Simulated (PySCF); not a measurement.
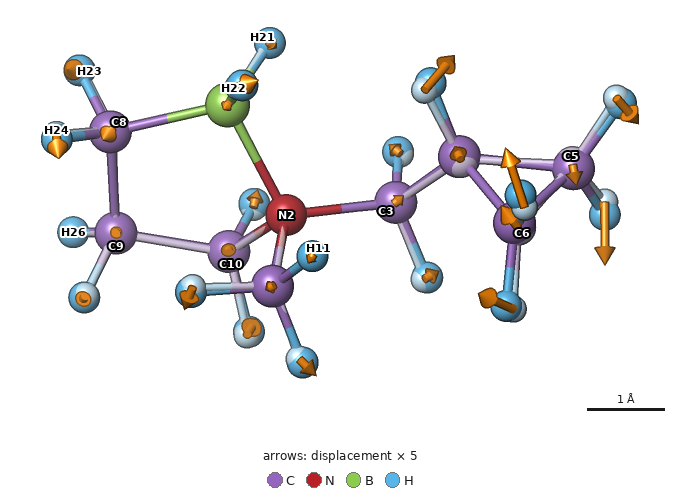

This is a relaxation of C$_{8}$H$_{18}$BN. The starting structure is drawn faded, the final one solid; orange arrows show the displacements, magnified 5 times. The two geometries are superimposed by the best rigid fit.

The picture is a ball-and-stick view, seen at a tilt.

The start comes from GFN2-xTB. Its atoms were then displaced at random by about 0.01 Å.

Theory: PBE0-D3(BJ)/def2-SVP geometry optimisation, gas phase in PySCF. 

**Which element moves most?**

Hydrogen: up to 0.17 Å, against 0.09 Å for carbon.

**What happened in the run?**

The largest moves after the best rigid fit, 0.17 Å, are those of H atoms. By element the largest moves are H 0.17 Å, C 0.09 Å, B 0.03 Å, N 0.01 Å. Near-neighbour distances that change, for instance: C–C 1.555 → 1.501 Å, C–H 1.051 → 1.103 Å, B–H 1.176 → 1.226 Å, B–H 1.196 → 1.231 Å. Among the angles between lasting bonds that change: H–C–H 113.5° → 109.9°, C–C–H 110.4° → 113.5°, C–C–H 119.6° → 116.8°. The energy falls by 6.38 kcal/mol in 7 geometry steps. Cost: 9.1 min on 1 thread of Intel(R) Xeon(R) Processor @ 2.50GHz, on a shared host.
